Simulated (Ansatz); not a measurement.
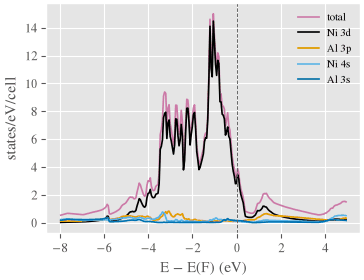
Total and projected density of states of AlNi₃ (Cu3Au type, Pm-3m), PBEsol in the plane-wave PAW code Ansatz

Which orbitals carry the states next to the Fermi level?

Within 0.5 eV of the Fermi level: Ni 3d 86 %. Projections are on Löwdin-orthogonalised atomic valence shells; empty p or d shells of many metals are not among them.

Where is the tallest occupied peak in this window, and what makes it?

Near -1.0 eV, about 15 states/eV per cell; the largest projected share is Ni 3d.

The cell was relaxed with PBEsol under the symmetry of its start. Spin order of the final state: ferromagnetic, the only order run, not a proven ground state.

Potentials: the later of the program's two PAW sets.
